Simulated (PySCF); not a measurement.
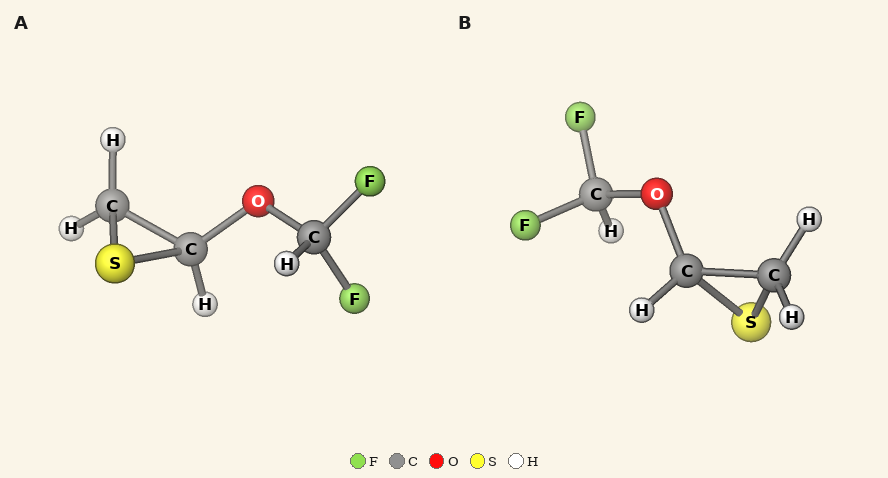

Distant atoms are faded towards the background colour. The computed structure is the end point of a GFN2-xTB optimisation. No frequency run is at hand to confirm it as a minimum.

Question: How are A and B related: the same structure turned, mirror images, conformers, diastereomers or constitutional isomers?

Answer: They are the same structure, C3H4F2OS (FC(F)O[C@@H]1CS1), seen from two directions: a rotation takes one into the other. The geometry is chiral (C1), so its mirror image would differ.
